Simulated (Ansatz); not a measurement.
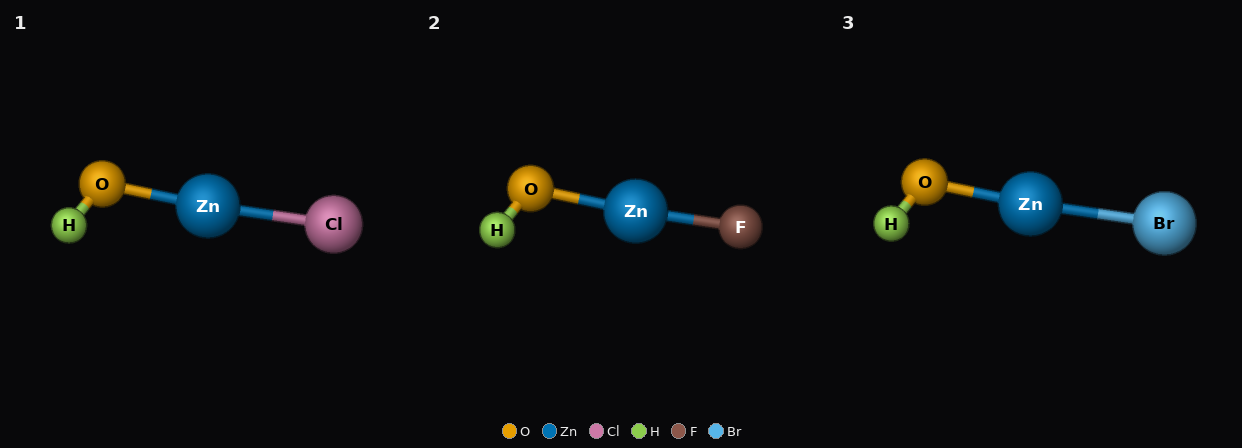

3 molecules with one skeleton, seen from the same side and at one scale. Each species is neutral and a spin singlet. Computed geometries: PBE0-D4/def2-TZVP optimisations, one conformation each. Properties computed with Ansatz 0.2.0.

One atom differs, called X below: Cl in panel 1, F in panel 2, Br in panel 3. Their formulas are ClHOZn (`[OH][Zn][Cl]`), FHOZn (`[OH][Zn][F]`), BrHOZn (`[OH][Zn][Br]`).

Question: Rank them by the length of X–Zn, lowest first (PBE0-D4/def2-TZVP).

Answer: 2 (F), 1 (Cl), 3 (Br).

Question: Rank them by the HOMO–LUMO gap, lowest first (ωB97M-V/def2-QZVPP).

Answer: 3 (Br), 1 (Cl), 2 (F).

Give the values. With PBE0-D4/def2-TZVP: length of X–Zn (Å), angle O–Zn–X (°). With ωB97M-V/def2-QZVPP: HOMO energy (Kohn–Sham orbital) (eV), HOMO–LUMO gap (eV). With B3LYP-D4/def2-TZVPP: dipole moment (D).

```csv
quantity,1 (Cl),2 (F),3 (Br)
length of X–Zn (Å),2.083,1.739,2.221
angle O–Zn–X (°),176.1,176.0,176.2
HOMO energy (Kohn–Sham orbital) (eV),−11.08,−11.33,−10.68
HOMO–LUMO gap (eV),11.11,11.26,10.68
dipole moment (D),1.63,2.01,1.50
```
